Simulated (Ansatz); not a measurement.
System: Cl$_{2}$FHOZr···HCl.

```yaml
atoms:
  - { symbol: Zr, position_ang: [-0.5863, -0.2742, -0.5381] }
  - { symbol: Cl, position_ang: [0.0950, 0.9729, 2.8981] }
  - { symbol: O, position_ang: [1.2303, -0.6785, -0.2097] }
  - { symbol: H, position_ang: [2.1598, -0.7939, 0.0032] }
  - { symbol: Cl, position_ang: [-0.8605, 2.0049, -1.0721] }
  - { symbol: Cl, position_ang: [-1.2699, -1.5513, -2.3962] }
  - { symbol: F, position_ang: [-1.7239, -0.7876, 0.9681] }
  - { symbol: H, position_ang: [-0.9410, 0.1555, 2.6935] }
```

Core potentials replace the inner electrons of Zr; not at a stationary point (largest force 1.1 eV/Å).

Theory: RKS B3LYP-D4/def2-SVP (Ansatz).

What will maps of the electron density and electron localisation function show?

Zr–O (1.89 Å): ρ at the midpoint is about 0.96 e/Å³; the ELF peaks at about 0.80 in the valence shell of O, 0.6 Å from its nucleus, and drops to about 0.20 between the two atoms.
Zr–Cl (2.36 Å): the density is about 0.57 e/Å³ at the midpoint; the ELF peaks at about 0.85 in the valence shell of Cl, 0.8 Å from its nucleus, and is about 0.35 at the midpoint.
O–H (0.96 Å): the density is about 3.7 e/Å³ at the midpoint; the ELF climbs to about 1 towards the hydrogen, as it does in any bond to H: a covalent bond by its length.

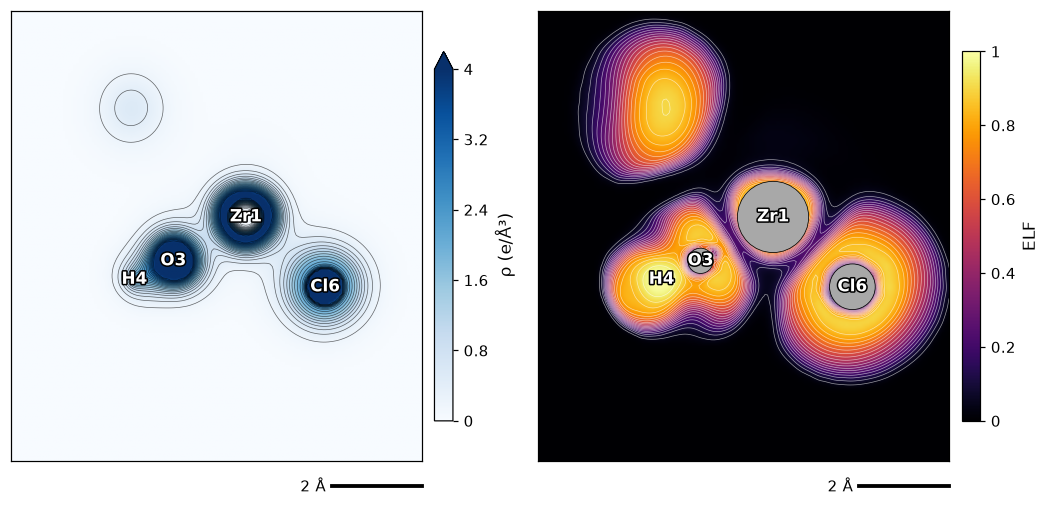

Computed electron density and electron localisation function on the plane of atoms O3, Zr1 and Cl6, in this order. Grey discs cover the atomic cores in the ELF map. 
